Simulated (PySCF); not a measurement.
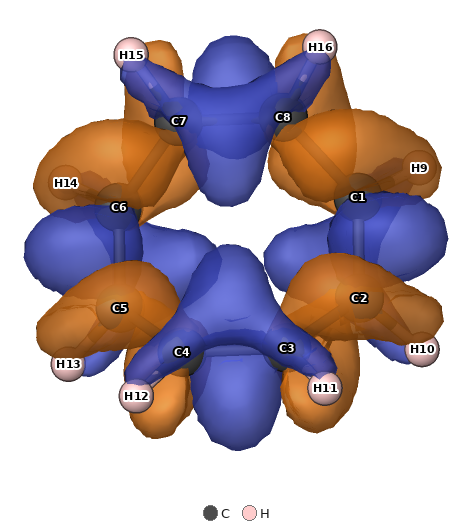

C8H8, SMILES `C1=CC=CC=CC=C1`. Unrelaxed difference density of S₁ less the ground state (TDA singlet states), ±0.01 e/Å³; orange: gain, blue: loss.

Level of theory: B3LYP/6-31+G* (PySCF), at a geometry from GFN2-xTB. No frequency check shows the geometry to be a minimum.

Question: How does the charge move on excitation?

Answer: 0.45 e is displaced in all, mostly between regions of the same atoms. The state: 4.00 eV (310 nm), f = 0.000 (dark); the leading pair carries 98 %; hole on C1, C2, C3, C4, C5, C6, C7 and C8 (11 % each), electron on C1, C2, C3, C4, C5, C6, C7 and C8 (11 % each); their centroids lie 0.0 Å apart.
